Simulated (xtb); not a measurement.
# Molecular dynamics, with input and output: Ge$_{2}$NH$_{6}$ (part 2 of 2)

The same run, continued: Ge$_{2}$NH$_{6}$, multiplicity 2; GFN2-xTB, GBSA solvent n-hexane (xtb 6.7.1). The dynamics carries a metadynamics bias. The starting geometry was optimised with GFN2-xTB.

Geometry of the input (Å):
```
Ge -1.2499  1.2226  -0.7632
N  0.3579  0.5282  -0.1579
Ge 0.5485  -0.9453  0.8898
H  -1.7956  -0.0833  -1.4314
H  -0.6725  2.0144  -1.9964
H  1.0794  1.2219  -0.0198
H  1.9996  -1.3147  0.8519
H  -0.3128  -2.0066  0.2979
H  0.1341  -0.6836  2.3118
```

## Trajectory as extended XYZ (Å, eV, eV/Å), 25 frames, from step=0 to step=24
```
9
Properties=species:S:1:pos:R:3 step=0 time_fs=0.0 energy=-266.60959
Ge   -1.2499    1.2226   -0.7632
N     0.3579    0.5282   -0.1579
Ge    0.5485   -0.9453    0.8898
H    -1.7956   -0.0833   -1.4314
H    -0.6725    2.0144   -1.9964
H     1.0794    1.2219   -0.0198
H     1.9996   -1.3147    0.8519
H    -0.3128   -2.0066    0.2979
H     0.1341   -0.6836    2.3118
9
Properties=species:S:1:pos:R:3 step=1 time_fs=8.0 energy=-266.44504
Ge   -1.2376    1.2033   -0.7499
N     0.3963    0.5598   -0.1586
Ge    0.5455   -0.9276    0.8762
H    -1.8994   -0.0592   -1.3964
H    -0.7132    2.0016   -2.0023
H     1.1067    1.2762   -0.1050
H     1.9753   -1.3642    0.9688
H    -0.4114   -1.9386    0.3464
H     0.0433   -0.8249    2.2903
9
Properties=species:S:1:pos:R:3 step=2 time_fs=16.0 energy=-266.21884
Ge   -1.2267    1.1838   -0.7391
N     0.4288    0.5860   -0.1598
Ge    0.5416   -0.9116    0.8647
H    -1.9688   -0.0420   -1.3688
H    -0.7504    1.9885   -2.0066
H     1.1336    1.3099   -0.1588
H     1.9440   -1.3999    1.0609
H    -0.4669   -1.8718    0.3362
H    -0.0320   -0.9213    2.2551
9
Properties=species:S:1:pos:R:3 step=3 time_fs=24.0 energy=-266.12528
Ge   -1.2182    1.1681   -0.7275
N     0.4543    0.5996   -0.1679
Ge    0.5342   -0.8989    0.8585
H    -2.0005   -0.0418   -1.3389
H    -0.7851    1.9668   -2.0142
H     1.1704    1.3122   -0.1793
H     1.9143   -1.4261    1.1054
H    -0.4708   -1.8120    0.2461
H    -0.0786   -0.9288    2.2317
9
Properties=species:S:1:pos:R:3 step=4 time_fs=32.0 energy=-266.14540
Ge   -1.2118    1.1574   -0.7150
N     0.4736    0.6000   -0.1836
Ge    0.5225   -0.8904    0.8564
H    -1.9892   -0.0658   -1.3061
H    -0.8162    1.9364   -2.0256
H     1.2107    1.2908   -0.1689
H     1.8945   -1.4405    1.0986
H    -0.4155   -1.7625    0.0961
H    -0.1061   -0.8495    2.2222
9
Properties=species:S:1:pos:R:3 step=5 time_fs=40.0 energy=-266.12789
Ge   -1.2065    1.1516   -0.7018
N     0.4883    0.5907   -0.2049
Ge    0.5075   -0.8857    0.8558
H    -1.9353   -0.1132   -1.2665
H    -0.8436    1.9001   -2.0393
H     1.2402    1.2625   -0.1400
H     1.8849   -1.4397    1.0541
H    -0.3139   -1.7310   -0.0549
H    -0.1290   -0.7176    2.2082
9
Properties=species:S:1:pos:R:3 step=6 time_fs=48.0 energy=-266.03649
Ge   -1.2009    1.1498   -0.6884
N     0.5005    0.5778   -0.2283
Ge    0.4911   -0.8836    0.8533
H    -1.8459   -0.1756   -1.2149
H    -0.8685    1.8623   -2.0532
H     1.2483    1.2464   -0.1079
H     1.8816   -1.4205    1.0008
H    -0.2014   -1.7339   -0.1547
H    -0.1568   -0.5775    2.1757
9
Properties=species:S:1:pos:R:3 step=7 time_fs=56.0 energy=-265.94068
Ge   -1.1945    1.1504   -0.6757
N     0.5121    0.5678   -0.2494
Ge    0.4758   -0.8828    0.8460
H    -1.7362   -0.2399   -1.1483
H    -0.8928    1.8274   -2.0655
H     1.2363    1.2524   -0.0832
H     1.8830   -1.3801    0.9732
H    -0.1191   -1.7826   -0.1812
H    -0.1939   -0.4666    2.1268
9
Properties=species:S:1:pos:R:3 step=8 time_fs=64.0 energy=-265.89703
Ge   -1.1876    1.1520   -0.6645
N     0.5243    0.5658   -0.2651
Ge    0.4641   -0.8824    0.8325
H    -1.6316   -0.2932   -1.0697
H    -0.9184    1.7976   -2.0757
H     1.2182    1.2736   -0.0695
H     1.8878   -1.3179    0.9965
H    -0.0909   -1.8695   -0.1351
H    -0.2435   -0.4095    2.0726
9
Properties=species:S:1:pos:R:3 step=9 time_fs=72.0 energy=-265.89549
Ge   -1.1809    1.1532   -0.6554
N     0.5372    0.5733   -0.2741
Ge    0.4575   -0.8814    0.8136
H    -1.5629   -0.3276   -0.9889
H    -0.9469    1.7727   -2.0846
H     1.2151    1.2926   -0.0646
H     1.8883   -1.2389    1.0756
H    -0.1109   -1.9691   -0.0305
H    -0.3073   -0.4149    2.0218
9
Properties=species:S:1:pos:R:3 step=10 time_fs=80.0 energy=-265.88969
Ge   -1.1752    1.1537   -0.6485
N     0.5497    0.5879   -0.2770
Ge    0.4563   -0.8794    0.7925
H    -1.5534   -0.3413   -0.9160
H    -0.9792    1.7496   -2.0933
H     1.2425    1.2926   -0.0665
H     1.8727   -1.1539    1.1948
H    -0.1492   -2.0533    0.1042
H    -0.3835   -0.4759    1.9732
9
Properties=species:S:1:pos:R:3 step=11 time_fs=88.0 energy=-265.83996
Ge   -1.1706    1.1541   -0.6432
N     0.5604    0.6037   -0.2770
Ge    0.4592   -0.8764    0.7739
H    -1.6056   -0.3346   -0.8538
H    -1.0154    1.7238   -2.1035
H     1.2972    1.2658   -0.0779
H     1.8356   -1.0753    1.3302
H    -0.1690   -2.1099    0.2240
H    -0.4652   -0.5682    1.9197
9
Properties=species:S:1:pos:R:3 step=12 time_fs=96.0 energy=-265.77980
Ge   -1.1670    1.1556   -0.6389
N     0.5678    0.6132   -0.2788
Ge    0.4638   -0.8736    0.7624
H    -1.7010   -0.3070   -0.7981
H    -1.0541    1.6898   -2.1163
H     1.3589    1.2173   -0.1054
H     1.7815   -1.0111    1.4611
H    -0.1387   -2.1465    0.2772
H    -0.5445   -0.6530    1.8565
9
Properties=species:S:1:pos:R:3 step=13 time_fs=104.0 energy=-265.82277
Ge   -1.1640    1.1598   -0.6349
N     0.5707    0.6090   -0.2874
Ge    0.4678   -0.8729    0.7608
H    -1.8128   -0.2606   -0.7409
H    -1.0924    1.6432   -2.1323
H     1.4051    1.1637   -0.1573
H     1.7215   -0.9624    1.5756
H    -0.0357   -2.1710    0.2317
H    -0.6211   -0.6978    1.7835
9
Properties=species:S:1:pos:R:3 step=14 time_fs=112.0 energy=-265.97760
Ge   -1.1613    1.1680   -0.6310
N     0.5678    0.5869   -0.3054
Ge    0.4698   -0.8763    0.7691
H    -1.9176   -0.2016   -0.6754
H    -1.1267    1.5814   -2.1505
H     1.4217    1.1230   -0.2392
H     1.6654   -0.9254    1.6700
H     0.1473   -2.1682    0.1015
H    -0.7012   -0.7026    1.6969
9
Properties=species:S:1:pos:R:3 step=15 time_fs=120.0 energy=-266.11672
Ge   -1.1584    1.1809   -0.6276
N     0.5578    0.5480   -0.3318
Ge    0.4699   -0.8847    0.7839
H    -2.0021   -0.1371   -0.5976
H    -1.1535    1.5052   -2.1689
H     1.4037    1.1002   -0.3503
H     1.6166   -0.8950    1.7475
H     0.3924   -2.1122   -0.0563
H    -0.7873   -0.6998    1.5887
9
Properties=species:S:1:pos:R:3 step=16 time_fs=128.0 energy=-266.13936
Ge   -1.1557    1.1987   -0.6251
N     0.5400    0.4994   -0.3619
Ge    0.4702   -0.8969    0.8003
H    -2.0630   -0.0713   -0.5079
H    -1.1712    1.4176   -2.1848
H     1.3560    1.0833   -0.4802
H     1.5699   -0.8653    1.8168
H     0.6581   -2.0059   -0.1762
H    -0.8718   -0.7291    1.4585
9
Properties=species:S:1:pos:R:3 step=17 time_fs=136.0 energy=-266.08571
Ge   -1.1548    1.2215   -0.6245
N     0.5144    0.4521   -0.3893
Ge    0.4737   -0.9104    0.8137
H    -2.1039   -0.0046   -0.4111
H    -1.1816    1.3235   -2.1960
H     1.2970    1.0517   -0.6104
H     1.5145   -0.8296    1.8877
H     0.9026   -1.8965   -0.2170
H    -0.9413   -0.8171    1.3153
9
Properties=species:S:1:pos:R:3 step=18 time_fs=144.0 energy=-266.11287
Ge   -1.1581    1.2497   -0.6266
N     0.4818    0.4149   -0.4086
Ge    0.4828   -0.9237    0.8217
H    -2.1326    0.0658   -0.3128
H    -1.1900    1.2294   -2.2012
H     1.2533    0.9868   -0.7224
H     1.4383   -0.7802    1.9662
H     1.1067   -1.8432   -0.1702
H    -0.9798   -0.9729    1.1691
9
Properties=species:S:1:pos:R:3 step=19 time_fs=152.0 energy=-266.27930
Ge   -1.1668    1.2832   -0.6318
N     0.4426    0.3901   -0.4177
Ge    0.4984   -0.9367    0.8241
H    -2.1554    0.1432   -0.2160
H    -1.2040    1.1437   -2.2002
H     1.2382    0.8781   -0.8045
H     1.3294   -0.7109    2.0496
H     1.2711   -1.8673   -0.0451
H    -0.9709   -1.1860    1.0278
9
Properties=species:S:1:pos:R:3 step=20 time_fs=160.0 energy=-266.44522
Ge   -1.1792    1.3203   -0.6399
N     0.3979    0.3735   -0.4173
Ge    0.5195   -0.9512    0.8219
H    -2.1749    0.2296   -0.1216
H    -1.2308    1.0748   -2.1949
H     1.2365    0.7307   -0.8532
H     1.1790   -0.6199    2.1254
H     1.4011   -1.9383    0.1386
H    -0.9041   -1.4300    0.9023
9
Properties=species:S:1:pos:R:3 step=21 time_fs=168.0 energy=-266.46835
Ge   -1.1913    1.3582   -0.6502
N     0.3496    0.3575   -0.4101
Ge    0.5435   -0.9691    0.8179
H    -2.1905    0.3251   -0.0304
H    -1.2748    1.0283   -2.1881
H     1.2169    0.5763   -0.8798
H     0.9862   -0.5141    2.1745
H     1.5088   -2.0022    0.3493
H    -0.7863   -1.6719    0.8072
9
Properties=species:S:1:pos:R:3 step=22 time_fs=176.0 energy=-266.39106
Ge   -1.1989    1.3938   -0.6615
N     0.2986    0.3347   -0.3985
Ge    0.5666   -0.9920    0.8153
H    -2.2016    0.4289    0.0550
H    -1.3368    1.0038   -2.1814
H     1.1592    0.4607   -0.9126
H     0.7611   -0.4101    2.1817
H     1.6206   -2.0107    0.5513
H    -0.6446   -1.8814    0.7502
9
Properties=species:S:1:pos:R:3 step=23 time_fs=184.0 energy=-266.35929
Ge   -1.1996    1.4244   -0.6724
N     0.2460    0.3010   -0.3865
Ge    0.5857   -1.0189    0.8168
H    -2.2113    0.5401    0.1300
H    -1.4136    0.9964   -2.1730
H     1.0598    0.4083   -0.9757
H     0.5240   -0.3320    2.1464
H     1.7596   -1.9306    0.7208
H    -0.5124   -2.0425    0.7234
9
Properties=species:S:1:pos:R:3 step=24 time_fs=192.0 energy=-266.38193
Ge   -1.1924    1.4484   -0.6811
N     0.1942    0.2566   -0.3799
Ge    0.5994   -1.0459    0.8221
H    -2.2263    0.6601    0.1903
H    -1.4994    0.9987   -2.1590
H     0.9245    0.4005   -1.0630
H     0.2986   -0.3009    2.0862
H     1.9141   -1.7454    0.8489
H    -0.4027   -2.1616    0.7063
```

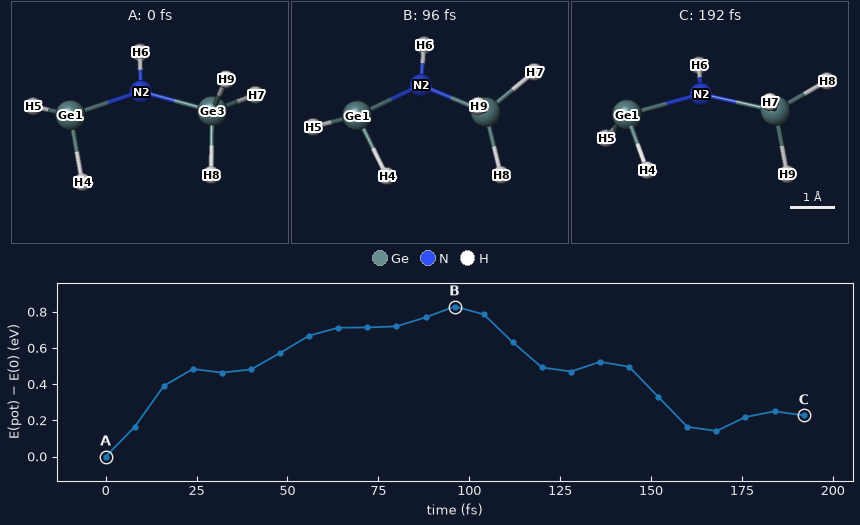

Figure 1. Frames of the molecular dynamics (ball-and-stick, seen at a tilt) above the curves, on which the letters mark them. The trajectory kept here has 25 frames over 192 fs. The potential energy ends 0.228 eV above its first value. After an unweighted best fit of the last frame on the first, the root-mean-square displacement is 1.55 Å.

## Summary

- outcome: finished
- trajectory: 25 frames kept, 192 fs
- electrons treated: 19
- potential energy (a single point apart from the frames shown): −9.798397 hartree
- dispersion energy (a single point apart from the frames shown): −0.005131 hartree
- solvation energy (a single point apart from the frames shown): −0.007345 hartree
- basis functions (a single point apart from the frames shown): 30
- hardware: 1 thread of Intel Xeon @ 2.50GHz (Skylake/Cascade Lake), 16 GiB of memory available, shared host
- wall time: 0.61 s
- peak memory: 0.074 GiB

## Notes

So short a trajectory is not equilibrated.
